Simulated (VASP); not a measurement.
# A VASP study of EuNi2As2 (AM05 + U): structure first, properties next

What structure does EuNi2As2 take at this level, and what are its properties? The steps: magnetic order: ferromagnetic, magnetic order: antiferromagnetic within the cell, magnetic order: antiferromagnetic, q = (0, 0, 1/2), magnetic order: antiferromagnetic, q = (1/2, 1/2, 1/2), magnetic order: antiferromagnetic, q = (1/2, 0, 0), the orders side by side, relaxing cell and atoms (AM05 + U), second relaxation, density, ELF and potential (AM05 + U), band structure (AM05 + U), density of states (AM05 + U), optical spectrum (AM05 + U) and field gradients at the nuclei (AM05 + U). The start is a computed cell from the Materials Project.

Calculated with VASP 6.6.1; AM05, DFT+U (Eu f 7 eV, Ni d 3 eV), spin-polarised from a ferromagnetic start; plane waves and PAW (Eu, Ni, As), in the first sound run; inputs show where later runs differ.

**1. Set-up**

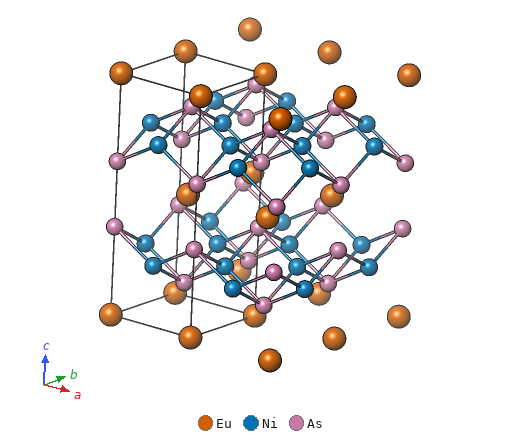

The cell as given, from a free direction (europium orange, nickel blue, arsenic pink). 2×2×1 cells are drawn. This picture shows the conventional cell, with its axes. Some periodic images of atoms are drawn too.

**2. Magnetic order: ferromagnetic**

The properties of a magnet depend on its order, so a few collinear patterns are compared first on the cell as listed, beginning with all moments parallel. AM05 is built from the electron gas and the surface model, and does well on lattice constants. A Hubbard U penalises fractional filling of the localised shell, which semilocal functionals favour.

Input file INCAR:

```
SYSTEM = EuNi2As2
PREC = Accurate
ENCUT = 450
EDIFF = 1E-06
NELM = 150
ISMEAR = 1
SIGMA = 0.2
LREAL = .FALSE.
ALGO = Normal
GGA = AM
NBANDS = 38
ISPIN = 2
MAGMOM = 7 1 1 0 0
LDAU = .TRUE.
LDAUTYPE = 2
LDAUL = 3 2 -1
LDAUU = 7 3 0
LDAUJ = 0 0 0
LDAUPRINT = 1
LASPH = .TRUE.
LMAXMIX = 6
AMIX = 0.2
BMIX = 1E-04
AMIX_MAG = 0.8
BMIX_MAG = 1E-04
LORBIT = 11
LWAVE = .FALSE.
LCHARG = .FALSE.
KPAR = 8
ISIF = 2
```

Input file POSCAR:

```
EuNi2As2
1.0
    0.0000000000     -4.0874383808      0.0000000000
   -4.0874383808      0.0000000000      0.0000000000
    2.0437191904     -2.0437191904     -5.0633895075
Eu Ni As
1 2 2
Direct
    0.0000000000      0.0000000000      0.0000000000
    0.7500000000      0.7500000000      0.5000000000
    0.2500000000      0.2500000000      0.5000000000
    0.6354033900      0.3645966100      0.7291932200
    0.3645966100      0.6354033900      0.2708067800
```

Input file KPOINTS:

```
Automatic mesh
0
Gamma
6 6 6
0 0 0
```

Potentials, in the order of the species: Eu, Ni and As (PBE family, release 64).

The run is started by

```bash
$ mpirun -np 8 vasp_std
```

What it wrote:

```text
[banner, memory and clock lines left out]
running    8 mpi-ranks, on    1 nodes
 distrk:  each k-point on    1 cores,    8 groups
 distr:  one band on    1 cores,    1 groups

 POSCAR found type information on POSCAR EuNiAs
 POSCAR found :  3 types and       5 ions
|                                                                             |
|           W    W    AA    RRRRR   N    N  II  N    N   GGGG   !!!           |
|           W    W   A  A   R    R  NN   N  II  NN   N  G    G  !!!           |
|           W    W  A    A  R    R  N N  N  II  N N  N  G       !!!           |
|           W WW W  AAAAAA  RRRRR   N  N N  II  N  N N  G  GGG   !            |
|           WW  WW  A    A  R   R   N   NN  II  N   NN  G    G                |
|           W    W  A    A  R    R  N    N  II  N    N   GGGG   !!!           |
|                                                                             |
|     For optimal performance we recommend to set                             |
|       NCORE = 2 up to number-of-cores-per-socket                            |
|     NCORE specifies how many cores store one orbital (NPAR=cpu/NCORE).      |
|     This setting can greatly improve the performance of VASP for DFT.       |
|     The default, NCORE=1 might be grossly inefficient on modern             |
|     multi-core architectures or massively parallel machines. Do your        |
|     Unfortunately you need to use the default for GW and RPA                |
|     calculations (for HF NCORE is supported but not extensively tested      |
|     yet).                                                                   |
|                                                                             |

|                                                                             |
|               ----> ADVICE to this user running VASP <----                  |
|                                                                             |
|     You enforced a specific xc type in the INCAR file but a different       |
|     [... a line on the potential file left out ...]
|     I HOPE YOU KNOW WHAT YOU ARE DOING!                                     |
|                                                                             |

 LDA part: xc-table for (Slater+PW92), standard interpolation
 POSCAR, INCAR and KPOINTS ok, starting setup
 FFT: planning ... GRIDC
 FFT: planning ... GRID_SOFT
 FFT: planning ... GRID
 WAVECAR not read
 entering main loop
       N       E                     dE             d eps       ncg     rms          rms(c)
DAV:   1     0.305908481733E+03    0.30591E+03   -0.17077E+04  6488   0.412E+03
DAV:   2     0.239782964311E+02   -0.28193E+03   -0.24483E+03  6180   0.449E+02
DAV:   3    -0.220413471962E+02   -0.46020E+02   -0.44353E+02  5858   0.143E+02
DAV:   4    -0.264155724903E+02   -0.43742E+01   -0.43322E+01  8076   0.381E+01
DAV:   5    -0.270555171001E+02   -0.63994E+00   -0.63859E+00  8146   0.122E+01    0.391E+01
DAV:   6    -0.332412208376E+02   -0.61857E+01   -0.16320E+01  7396   0.915E+01    0.217E+01
DAV:   7    -0.321136027223E+02    0.11276E+01   -0.45236E+00  6840   0.396E+01    0.151E+01
DAV:   8    -0.320972776989E+02    0.16325E-01   -0.11684E+00  8298   0.157E+01    0.109E+01
DAV:   9    -0.321050285033E+02   -0.77508E-02   -0.15313E-01  7992   0.718E+00    0.891E+00
DAV:  10    -0.321273367109E+02   -0.22308E-01   -0.69050E-02  8516   0.808E+00    0.433E+00
DAV:  11    -0.321126419817E+02    0.14695E-01   -0.90115E-02  7404   0.830E+00    0.201E+00
DAV:  12    -0.321104512031E+02    0.21908E-02   -0.20273E-02  8136   0.353E+00    0.525E-01
DAV:  13    -0.321113210882E+02   -0.86989E-03   -0.39156E-03  8428   0.539E-01    0.377E-01
DAV:  14    -0.321118103825E+02   -0.48929E-03   -0.70131E-04  8636   0.545E-01    0.196E-01
DAV:  15    -0.321119102610E+02   -0.99878E-04   -0.23462E-04  8684   0.156E-01    0.110E-01
DAV:  16    -0.321119434629E+02   -0.33202E-04   -0.11309E-04  8206   0.233E-01    0.881E-02
DAV:  17    -0.321119508049E+02   -0.73420E-05   -0.49571E-05  7580   0.900E-02    0.403E-02
DAV:  18    -0.321119541831E+02   -0.33782E-05   -0.86491E-06  7286   0.473E-02    0.326E-02
DAV:  19    -0.321119549216E+02   -0.73847E-06   -0.33481E-06  4586   0.269E-02
   1 F= -.32111955E+02 E0= -.32109768E+02  d E =-.655977E-02  mag=     7.0075
```

It took 87 s on 8 MPI ranks of Intel Xeon Platinum 8259CL at 2.50GHz (Skylake/Cascade Lake), shared host; peak memory 2.5 GiB; 9.2 min of CPU time.

The logs omit lines about the potential files and the build; timing stands in the text.

(Part 1 of 14 ends here.)

[Lines on the potential files, build, host, timing and source positions are cut from VASP's logs without a mark.]

[Logs are printed without paths, hosts, clocks, repeated set-up lines and the standing remarks that a program may print on its own settings, such as how far it seeks lower states.]

[Hosts, paths, dates, database ids (printed as entryN), source tags and the programs' standing remarks are cut or masked in the printed files.]

[A measured line is paired with the nearest computed mode of its activity, which favours agreement.]

[In band tables of VASP the shares of atoms and orbitals are scaled to a sum of 1 inside the atoms' spheres.]
